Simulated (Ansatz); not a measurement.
Si₂Ge₂Ir

```
Si Ge Ir
1.0
     6.01435    0.00000    0.00000
    -3.00718    5.20858    0.00000
     0.00000    0.00000    8.12263
Si Ge Ir
6 6 3
Cartesian
  -0.6067 3.5207 0.9689
  2.4005 1.6879 4.4461
  3.2687 2.2857 1.7386
  0.3452 3.9736 6.3841
  3.3523 1.2350 7.1537
  0.2615 2.9228 3.6765
  0.7044 1.2302 1.7645
  3.7116 3.9784 3.6506
  -2.2940 3.9835 7.1796
  4.5968 0.0051 0.9430
  0.7132 1.2251 6.3582
  1.5896 5.2035 4.4720
  2.7491 0.0000 2.7075
  1.6326 2.8278 0.0000
  -1.3745 2.3808 5.4151
```

Space group P3₁21; a generated structure, not necessarily the stable one; computed without spin polarisation.

Theory: Ansatz 0.2.0, DFT PBE, scalar-relativistic, plane waves, PAW.

Predict the valence pseudo-density and electron localisation function between the atoms.

Si–Ir (2.45 Å): the density is about 0.59 e/Å³ at the midpoint; the ELF peaks at about 0.85 in the valence shell of Si, 0.9 Å from its nucleus, and is about 0.50 at the midpoint.
Si–Ge (2.59 Å): the density is about 0.39 e/Å³ at the midpoint; the ELF peaks at about 0.90 in the valence shell of Si, 0.9 Å from its nucleus, and is about 0.80 at the midpoint.

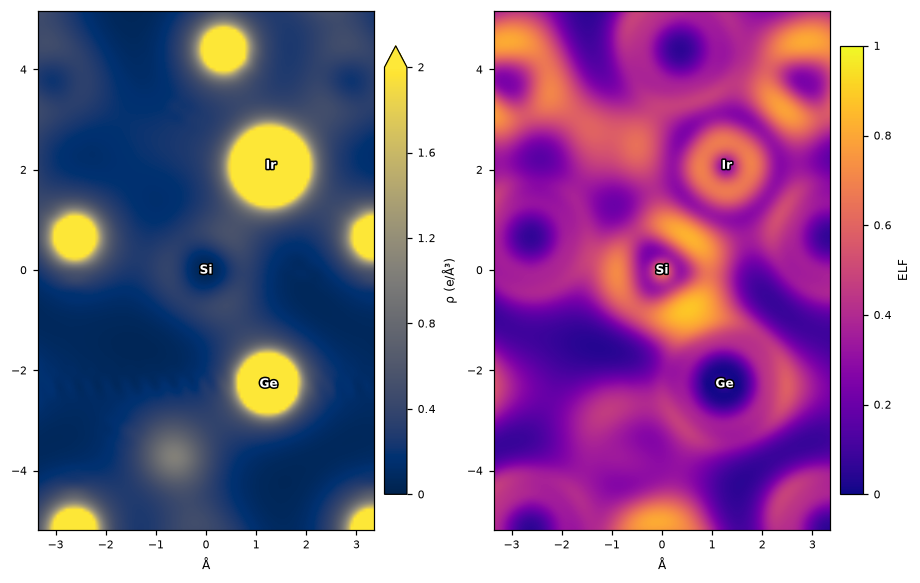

Computed valence pseudo-density and electron localisation function on the (101̄) plane of the conventional cell, in this order. Atoms just off the plane (Si, 0.5 Å away, Ge, 0.4 Å away and Ir, 0.9 Å away) can leave unmarked features too.

The density is the valence pseudo-density of a PAW calculation; it isn't the true density close to the nuclei.
